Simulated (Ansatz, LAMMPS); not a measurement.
## Site preference of B in place of C in annealed Voronoi polycrystal of C with 5 % Si on C sites (3 grains at the start) (194 atoms)

At which site of annealed Voronoi polycrystal of C with 5 % Si on C sites (3 grains at the start) (194 atoms) does B in place of C cost least, and what about the site decides it?

Method: Kohn-Sham DFT, PBE, PAW (set soft_2), plane waves, in Ansatz 0.2.0.

## 1. Set-up

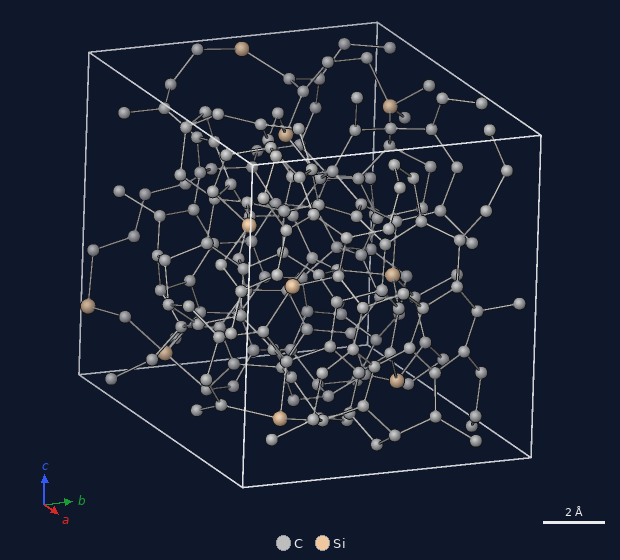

The starting structure, seen slightly off an axis (carbon light grey, silicon light orange). Some periodic images of atoms are drawn too.

The cell holds 194 atoms: 184 C and 10 Si. Cell: a = 13.252 Å, b = 10.434 Å, c = 11.146 Å, α = 90.0°, β = 90.0°, γ = 90.0°. It derives from C (diamond C) and Si. 3 grains of diamond C (a = 3.566 Å), 5 % of C replaced at random by Si at random centres and orientations, cut by Voronoi cells in a periodic box, atoms closer than 1.11 Å removed; annealed 10 ps at 2550 K with the Tersoff potential (Tersoff, Phys. Rev. B 39, 5566 (1989)), cooled to 300 K.

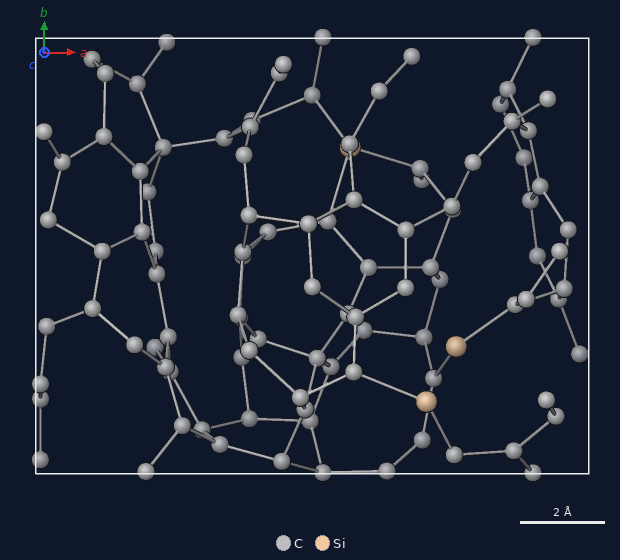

A slice 6 Å thick through the middle of the cell.

What the set-up can't give: The network of bonds at the start is that of the classical potential that made the cell, and needn't be the one that DFT or experiment would give. The Brillouin zone is sampled at Γ only, in a cell whose shortest periodic width is 10 Å.

## 2. Single point at the start

A single point comes first, to see the forces before anything moves.

Contents of input.yaml:

```yaml
crystal:
  lattice:
    - [13.25235, 0.0, 0.0]
    - [0.0, 10.43381, 0.0]
    - [0.0, 0.0, 11.14608]
  atoms:
    - { symbol: C, position: [0.00849, 0.20558, 0.54373] }
    - { symbol: C, position: [0.91219, 0.57503, 0.07763] }
    - { symbol: C, position: [0.00858, 0.17162, 0.41611] }
    - { symbol: C, position: [0.06778, 0.29256, 0.10946] }
    - { symbol: C, position: [0.02269, 0.58258, 0.64826] }
    - { symbol: C, position: [0.04795, 0.71561, 0.66322] }
    - { symbol: C, position: [0.10272, 0.37892, 0.63916] }
    - { symbol: C, position: [0.01978, 0.33836, 0.5675] }
    - { symbol: C, position: [0.12009, 0.51088, 0.6386] }
    - { symbol: C, position: [0.96276, 0.56024, 0.53608] }
    - { symbol: Si, position: [0.02016, 0.51999, 0.96921] }
    - { symbol: C, position: [0.52832, 0.57974, 0.45617] }
    - { symbol: C, position: [0.56502, 0.36704, 0.54302] }
    - { symbol: C, position: [0.7298, 0.54908, 0.21129] }
    - { symbol: C, position: [0.53383, 0.24568, 0.34736] }
    - { symbol: C, position: [0.56253, 0.08709, 0.07845] }
    - { symbol: C, position: [0.66509, 0.11103, 0.12852] }
    - { symbol: C, position: [0.5932, 0.32887, 0.25577] }
    - { symbol: C, position: [0.70198, 0.31276, 0.25794] }
    - { symbol: C, position: [0.69866, 0.077, 0.3542] }
    - { symbol: C, position: [0.62167, 0.48065, 0.03815] }
    - { symbol: C, position: [0.72251, 0.5253, 0.08554] }
    - { symbol: C, position: [0.80781, 0.57412, 0.0131] }
    - { symbol: Si, position: [0.7476, 0.27019, 0.10034] }
    - { symbol: C, position: [0.88293, 0.33907, 0.13575] }
    - { symbol: C, position: [0.71057, 0.03071, 0.23029] }
    - { symbol: C, position: [0.94748, 0.127, 0.11874] }
    - { symbol: C, position: [0.66865, 0.42678, 0.72112] }
    - { symbol: C, position: [0.6015, 0.47335, 0.47588] }
    - { symbol: C, position: [0.71405, 0.47342, 0.43157] }
    - { symbol: C, position: [0.66927, 0.55948, 0.67368] }
    - { symbol: C, position: [0.75238, 0.61433, 0.61046] }
    [... 156 atom lines left out ...]
    - { symbol: C, position: [0.44008, 0.92031, 0.585] }
    - { symbol: C, position: [0.44777, 0.94007, 0.71504] }
    - { symbol: C, position: [0.19931, 0.0048, 0.63859] }
    - { symbol: C, position: [0.44472, 0.02817, 0.50783] }
    - { symbol: C, position: [0.37657, 0.73205, 0.67248] }
    - { symbol: C, position: [0.12559, 0.91922, 0.56864] }
kpoints:
  mp_grid: { grid: [1, 1, 1] }
hamiltonian:
  xc: pbe
scf:
  occupations: { method: fermi_dirac, width: 0.05 }
output:
  forces: true
```

On the command line:

```
ansatz run input.yaml --threads 4 --pin off --max-ram 8192MiB --backend cpu --events-out ev --progress --plain --runs-dir out
```

Numbers of over 12 decimals in the logs are rounded to 6 here.

What it wrote:

```text
[...]
Pseudopotentials: kind: paw
Pseudopotential: C, paw, valence charge 4, recommended cutoff 420 eV (normal), C.paw.azcp
Pseudopotential: Si, paw, valence charge 4, recommended cutoff 420 eV (normal), Si.paw.azcp
[... 5 lines on functional and potentials left out ...]
Crystal: 194 atoms, lattice volume = 1541.196 Å³
Basis set: ecut = 420 eV, 30163 PW (Γ), exchange–correlation on 180×144×150 points (8 copies of the dense FFT grid, shifted against one another)
Bands: 582, of which v1, the nominal top of the filled ones, is band 388 counted from 1 (387 counted from 0)
Symmetry: 1 space group operations
Space group: P1 (ITA 1), of the structure as read, at distance tolerance 1.2e-4 Å
k-points: 1
[... 5 lines on functional and potentials left out ...]
Initial density: superposition of atomic densities (neutral atoms: chi_scale 0, normalization atom), corrected by the library's trained network
Initial wavefunctions: pseudopotential atomic-orbital guess
[...]
SCF iter   1: F=—  HF=-52333.756980 eV  |F-HF|=—  |Δ(HF+E_count)|=         —  Δρ=1.53e-2  dr2=9.88e0  ethr=1.77e-3  ⟨swp⟩=6.0  Hψ=2606  notcnv=0  defer=92
preconditioner: auto → Kerker (q_TF=auto, 2.433 Å⁻¹)  [metal: Δε(μ)=0.027 eV  Ē_g=13.704 eV  σ=0.050 eV  W_gap=0.13  n_scr=362 (ndim 8)  ℏωp=26.3 eV  f_vac=0.008  D(μ)=56.80/eV (n_scr^D=450)]
[...]
SCF iter  11: F=—  HF=-52332.835650 eV  |F-HF|=—  |Δ(HF+E_count)|=   6.86e-8  Δρ=1.30e-6  dr2=1.22e-7  ethr=8.10e-11  ⟨swp⟩=2.0  Hψ=600  notcnv=0  defer=156
SCF iter  12: F=-52332.835650 eV  HF=-52332.835650 eV  |F-HF|=1.22e-8  |Δ(HF+E_count)|=   9.52e-9  Δρ=5.63e-7  dr2=2.37e-8  ethr=1.29e-11  ⟨swp⟩=3.0  Hψ=1361  notcnv=0
SCF 1 converged in 12 iterations: F = -52332.835650 eV  dr2 = 2.37e-8
[...]
SCF converged after 12 iterations
Free energy (F): -52332.835650 eV
Harris-Foulkes:  -52332.835650 eV  (|F-HF|=1.22e-8)
Internal energy: -52332.355929 eV  (E = F + TS)
E sigma→0 (E₀):  -52332.595790 eV
Entropy (-TS):   -0.479721 eV (-2.473 meV/atom)
Fermi energy:    9.132307 eV
--- Per-component energies (eV) ---
[...]
Σ components = -52332.835650   (vs F -52332.835650, Δ=0.00e0)
--- Forces (eV/Å), atoms counted from 1 ---
  atom   1  C     -2.37837397    -2.29134399    -0.98001477
  atom   2  C     -1.86449416    -0.19212339     2.53105311
  atom   3  C     -0.17177598     2.43076962    -1.11641130
  atom   4  C     -0.95993607    -1.71002063    -2.26452570
[...]
atom 194  C      2.90736847     0.85694048     1.65602518
  max |Σ_I F_I| component: 7.39e-5 eV/Å
```

Run time: 30 s. Hardware: 4 threads of Intel Xeon Platinum 8259CL at 2.50GHz (Skylake/Cascade Lake), shared host; peak memory 2.5 GiB.

Reading the cycles: dr2 is the Hartree energy of the density residual (eV), the measure of convergence; HF is the Harris–Foulkes estimate of the energy, which meets the free energy F at convergence.

The r.m.s. force at the start is 1.5 eV/Å.

## 3. Relaxation

The atoms are relaxed in the fixed cell, aiming at the force tolerance of the input.

Contents of input.yaml:

```yaml
crystal:
  lattice:
    - [13.25235, 0.0, 0.0]
    - [0.0, 10.43381, 0.0]
    - [0.0, 0.0, 11.14608]
  atoms:
    [... the 194 atom lines of step 2 ...]
kpoints:
  mp_grid: { grid: [1, 1, 1] }
hamiltonian:
  xc: pbe
scf:
  occupations: { method: fermi_dirac, width: 0.05 }
output:
  forces: true
relax:
  f_tol: 0.05
  max_steps: 120
```

What it wrote:

```text
[...]
Crystal: 194 atoms, lattice volume = 1541.196 Å³
Basis set: ecut = 420 eV, 30163 PW (Γ), exchange–correlation on 180×144×150 points (8 copies of the dense FFT grid, shifted against one another)
Bands: 582, of which v1, the nominal top of the filled ones, is band 388 counted from 1 (387 counted from 0)
Symmetry: 1 space group operations
[...]
k-points: 1
[...]
SCF iter   1: F=—  HF=-52333.756980 eV  |F-HF|=—  |Δ(HF+E_count)|=         —  Δρ=1.53e-2  dr2=9.88e0  ethr=1.77e-3  ⟨swp⟩=6.0  Hψ=2606  notcnv=0  defer=92
[...]
SCF iter   7: F=—  HF=-52332.835641 eV  |F-HF|=—  |Δ(HF+E_count)|=   2.56e-5  Δρ=4.20e-5  dr2=1.00e-4  ethr=8.21e-8  ⟨swp⟩=3.0  Hψ=775  notcnv=0  defer=156
SCF iter   8: F=-52332.835642 eV  HF=-52332.835648 eV  |F-HF|=5.62e-6  |Δ(HF+E_count)|=   7.12e-6  Δρ=1.85e-5  dr2=1.62e-5  ethr=8.05e-9  ⟨swp⟩=3.0  Hψ=1353  notcnv=0
SCF 1 converged in 8 iterations: F = -52332.835642 eV  dr2 = 1.62e-5
[...]
relax step   1: F+E_penalty+E_count = -52332.83564210 eV  Δ(F+E_penalty+E_count) = +0.000e0 eV  max|allowed force component| = 4.647e0 eV/Å  Δτ_max = 0.0000 Å  (8 SCF iters, dr2 threshold 6.25e-5 eV, accepted)
[...]
relax step   2: F+E_penalty+E_count = -52351.38482670 eV  Δ(F+E_penalty+E_count) = -1.855e1 eV  max|allowed force component| = 2.915e0 eV/Å  Δτ_max = 0.1941 Å  (7 SCF iters, dr2 threshold 1.00e-4 eV, accepted)
[...]
relax step   3: F+E_penalty+E_count = -52361.39313039 eV  Δ(F+E_penalty+E_count) = -1.001e1 eV  max|allowed force component| = 1.811e0 eV/Å  Δτ_max = 0.1949 Å  (7 SCF iters, dr2 threshold 1.00e-4 eV, accepted)
relax step   4: F+E_penalty+E_count = -52364.87505298 eV  Δ(F+E_penalty+E_count) = -3.482e0 eV  max|allowed force component| = 1.496e0 eV/Å  Δτ_max = 0.1944 Å  (6 SCF iters, dr2 threshold 1.00e-4 eV, accepted)
relax step   5: F+E_penalty+E_count = -52366.77975961 eV  Δ(F+E_penalty+E_count) = -1.905e0 eV  max|allowed force component| = 1.623e0 eV/Å  Δτ_max = 0.1830 Å  (7 SCF iters, dr2 threshold 1.00e-4 eV, accepted)
relax step   6: F+E_penalty+E_count = -52369.15387242 eV  Δ(F+E_penalty+E_count) = -2.374e0 eV  max|allowed force component| = 2.243e0 eV/Å  Δτ_max = 0.1919 Å  (7 SCF iters, dr2 threshold 1.00e-4 eV, accepted)
relax step   7: F+E_penalty+E_count = -52371.53783832 eV  Δ(F+E_penalty+E_count) = -2.384e0 eV  max|allowed force component| = 4.233e0 eV/Å  Δτ_max = 0.1948 Å  (8 SCF iters, dr2 threshold 1.00e-4 eV, accepted)
relax step   8: F+E_penalty+E_count = -52373.01061342 eV  Δ(F+E_penalty+E_count) = -1.473e0 eV  max|allowed force component| = 2.343e0 eV/Å  Δτ_max = 0.1686 Å  (7 SCF iters, dr2 threshold 1.00e-4 eV, accepted)
relax step   9: F+E_penalty+E_count = -52374.72763317 eV  Δ(F+E_penalty+E_count) = -1.717e0 eV  max|allowed force component| = 1.287e0 eV/Å  Δτ_max = 0.2000 Å  (8 SCF iters, dr2 threshold 1.00e-4 eV, accepted)
relax step  10: F+E_penalty+E_count = -52375.33382882 eV  Δ(F+E_penalty+E_count) = -6.062e-1 eV  max|allowed force component| = 1.139e0 eV/Å  Δτ_max = 0.1627 Å  (7 SCF iters, dr2 threshold 1.00e-4 eV, accepted)
relax step  11: F+E_penalty+E_count = -52375.90603707 eV  Δ(F+E_penalty+E_count) = -5.722e-1 eV  max|allowed force component| = 9.227e-1 eV/Å  Δτ_max = 0.0594 Å  (6 SCF iters, dr2 threshold 1.00e-4 eV, accepted)
relax step  12: F+E_penalty+E_count = -52376.19424374 eV  Δ(F+E_penalty+E_count) = -2.882e-1 eV  max|allowed force component| = 8.354e-1 eV/Å  Δτ_max = 0.0709 Å  (6 SCF iters, dr2 threshold 1.00e-4 eV, accepted)
relax step  13: F+E_penalty+E_count = -52376.38670925 eV  Δ(F+E_penalty+E_count) = -1.925e-1 eV  max|allowed force component| = 1.483e0 eV/Å  Δτ_max = 0.1311 Å  (7 SCF iters, dr2 threshold 1.00e-4 eV, accepted)
relax step  14: F+E_penalty+E_count = -52376.64449711 eV  Δ(F+E_penalty+E_count) = -2.578e-1 eV  max|allowed force component| = 8.767e-1 eV/Å  Δτ_max = 0.0447 Å  (6 SCF iters, dr2 threshold 1.00e-4 eV, accepted)
relax step  15: F+E_penalty+E_count = -52377.28046702 eV  Δ(F+E_penalty+E_count) = -6.360e-1 eV  max|allowed force component| = 1.403e0 eV/Å  Δτ_max = 0.1950 Å  (7 SCF iters, dr2 threshold 1.00e-4 eV, accepted)
relax step  16: F+E_penalty+E_count = -52377.09653843 eV  Δ(F+E_penalty+E_count) = +1.839e-1 eV  max|allowed force component| = 3.354e0 eV/Å  Δτ_max = 0.1948 Å  (7 SCF iters, dr2 threshold 1.00e-4 eV, rejected (line search))
relax step  17: F+E_penalty+E_count = -52377.72316281 eV  Δ(F+E_penalty+E_count) = -4.427e-1 eV  max|allowed force component| = 1.234e0 eV/Å  Δτ_max = 0.0949 Å  (11 SCF iters, accepted)
relax step  18: F+E_penalty+E_count = -52377.90945280 eV  Δ(F+E_penalty+E_count) = -1.863e-1 eV  max|allowed force component| = 1.029e0 eV/Å  Δτ_max = 0.0974 Å  (7 SCF iters, dr2 threshold 1.00e-4 eV, accepted)
relax step  19: F+E_penalty+E_count = -52378.03669475 eV  Δ(F+E_penalty+E_count) = -1.272e-1 eV  max|allowed force component| = 1.092e0 eV/Å  Δτ_max = 0.0538 Å  (7 SCF iters, dr2 threshold 1.00e-4 eV, accepted)
relax step  20: F+E_penalty+E_count = -52378.32140211 eV  Δ(F+E_penalty+E_count) = -2.847e-1 eV  max|allowed force component| = 1.738e0 eV/Å  Δτ_max = 0.0934 Å  (7 SCF iters, dr2 threshold 1.00e-4 eV, accepted)
relax step  21: F+E_penalty+E_count = -52378.68343988 eV  Δ(F+E_penalty+E_count) = -3.620e-1 eV  max|allowed force component| = 1.716e0 eV/Å  Δτ_max = 0.1947 Å  (8 SCF iters, dr2 threshold 1.00e-4 eV, accepted)
relax step  22: F+E_penalty+E_count = -52378.89740893 eV  Δ(F+E_penalty+E_count) = -2.140e-1 eV  max|allowed force component| = 9.217e-1 eV/Å  Δτ_max = 0.0598 Å  (6 SCF iters, dr2 threshold 1.00e-4 eV, accepted)
relax step  23: F+E_penalty+E_count = -52379.27220193 eV  Δ(F+E_penalty+E_count) = -3.748e-1 eV  max|allowed force component| = 1.170e0 eV/Å  Δτ_max = 0.1334 Å  (8 SCF iters, dr2 threshold 1.00e-4 eV, accepted)
relax step  24: F+E_penalty+E_count = -52379.73724017 eV  Δ(F+E_penalty+E_count) = -4.650e-1 eV  max|allowed force component| = 1.076e0 eV/Å  Δτ_max = 0.1684 Å  (7 SCF iters, dr2 threshold 1.00e-4 eV, accepted)
relax step  25: F+E_penalty+E_count = -52380.27576267 eV  Δ(F+E_penalty+E_count) = -5.385e-1 eV  max|allowed force component| = 1.470e0 eV/Å  Δτ_max = 0.2000 Å  (7 SCF iters, dr2 threshold 1.00e-4 eV, accepted)
relax step  26: F+E_penalty+E_count = -52380.56256916 eV  Δ(F+E_penalty+E_count) = -2.868e-1 eV  max|allowed force component| = 1.102e0 eV/Å  Δτ_max = 0.1460 Å  (8 SCF iters, dr2 threshold 1.00e-4 eV, accepted)
[...]
relax step  45: F+E_penalty+E_count = -52383.42367554 eV  Δ(F+E_penalty+E_count) = -1.089e-2 eV  max|allowed force component| = 1.262e-1 eV/Å  Δτ_max = 0.0133 Å  (8 SCF iters, accepted)
relax step  46: F+E_penalty+E_count = -52383.43120249 eV  Δ(F+E_penalty+E_count) = -7.527e-3 eV  max|allowed force component| = 1.593e-1 eV/Å  Δτ_max = 0.0163 Å  (8 SCF iters, accepted)
relax step  47: F+E_penalty+E_count = -52383.44552070 eV  Δ(F+E_penalty+E_count) = -1.432e-2 eV  max|allowed force component| = 2.535e-1 eV/Å  Δτ_max = 0.0412 Å  (6 SCF iters, dr2 threshold 1.56e-5 eV, accepted)
relax step  48: F+E_penalty+E_count = -52383.48303397 eV  Δ(F+E_penalty+E_count) = -3.751e-2 eV  max|allowed force component| = 8.124e-1 eV/Å  Δτ_max = 0.1952 Å  (7 SCF iters, dr2 threshold 6.43e-5 eV, accepted)
relax step  49: F+E_penalty+E_count = -52383.52575158 eV  Δ(F+E_penalty+E_count) = -4.272e-2 eV  max|allowed force component| = 7.424e-1 eV/Å  Δτ_max = 0.0552 Å  (5 SCF iters, dr2 threshold 1.00e-4 eV, accepted)
relax step  50: F+E_penalty+E_count = -52383.67218541 eV  Δ(F+E_penalty+E_count) = -1.464e-1 eV  max|allowed force component| = 7.748e-1 eV/Å  Δτ_max = 0.1528 Å  (6 SCF iters, dr2 threshold 1.00e-4 eV, accepted)
relax step  51: F+E_penalty+E_count = -52383.76922913 eV  Δ(F+E_penalty+E_count) = -9.704e-2 eV  max|allowed force component| = 4.966e-1 eV/Å  Δτ_max = 0.0942 Å  (6 SCF iters, dr2 threshold 1.00e-4 eV, accepted)
relax step  52: F+E_penalty+E_count = -52383.79906374 eV  Δ(F+E_penalty+E_count) = -2.983e-2 eV  max|allowed force component| = 7.876e-1 eV/Å  Δτ_max = 0.0933 Å  (6 SCF iters, dr2 threshold 1.00e-4 eV, accepted)
relax step  53: F+E_penalty+E_count = -52383.86327560 eV  Δ(F+E_penalty+E_count) = -6.421e-2 eV  max|allowed force component| = 2.404e-1 eV/Å  Δτ_max = 0.0626 Å  (6 SCF iters, dr2 threshold 1.00e-4 eV, accepted)
relax step  54: F+E_penalty+E_count = -52383.88034096 eV  Δ(F+E_penalty+E_count) = -1.707e-2 eV  max|allowed force component| = 1.571e-1 eV/Å  Δτ_max = 0.0255 Å  (7 SCF iters, dr2 threshold 5.38e-6 eV, accepted)
relax step  55: F+E_penalty+E_count = -52383.89260862 eV  Δ(F+E_penalty+E_count) = -1.227e-2 eV  max|allowed force component| = 8.034e-2 eV/Å  Δτ_max = 0.0191 Å  (10 SCF iters, accepted)
[...]
relax step  56: F+E_penalty+E_count = -52383.89507240 eV  Δ(F+E_penalty+E_count) = -2.464e-3 eV  max|allowed force component| = 4.636e-2 eV/Å  Δτ_max = 0.0132 Å  (9 SCF iters, accepted)
SCF converged after 9 iterations
Free energy (F): -52383.895072 eV
[...]
Internal energy: -52383.707552 eV  (E = F + TS)
E sigma→0 (E₀):  -52383.801312 eV
Entropy (-TS):   -0.187520 eV (-0.967 meV/atom)
Fermi energy:    9.145183 eV
[...]
Σ components = -52383.895072   (vs F -52383.895072, Δ=0.00e0)
--- Forces (eV/Å), atoms counted from 1 ---
  atom   1  C      0.00579435     0.01423651    -0.00559665
  atom   2  C      0.00230347    -0.00668633     0.00123766
  atom   3  C      0.00225642     0.00834485     0.00119731
  atom   4  C     -0.00805862     0.00445500    -0.00565663
[...]
atom 194  C     -0.00204114    -0.00176902    -0.00144128
  max |Σ_I F_I| component: 8.80e-5 eV/Å
--- Relaxed structure (56 steps of the walk, 55 accepted, 0 SCFs on fresh bases) ---
  F+E_penalty+E_count = -52383.89507240 eV   max|allowed force component| = 4.636e-2 eV/Å
  atoms:
    - { symbol: C, position: [-0.0099384, 0.198124, 0.523751] }
    - { symbol: C, position: [0.912793, 0.568309, 0.063548] }
    - { symbol: C, position: [-0.00579894, 0.166818, 0.396652] }
    - { symbol: C, position: [0.055415, 0.250310, 0.084425] }
[...]
- { symbol: C, position: [0.118279, 0.909082, 0.575285] }
```

Run time: 16 min. Hardware: 4 threads; peak memory 2.6 GiB; 60 min of CPU time.

The relaxation converged after 56 steps, 51.1 eV below its start, with a largest force component of 0.046 eV/Å.

(Part 1 of 3 ends here.)

[Logs are printed without paths, hosts, clocks, repeated set-up lines and the standing remarks that a program may print on its own settings, such as how far it seeks lower states.]

[Hosts, paths, dates, database ids (printed as entryN), source tags and the programs' standing remarks are cut or masked in the printed files.]
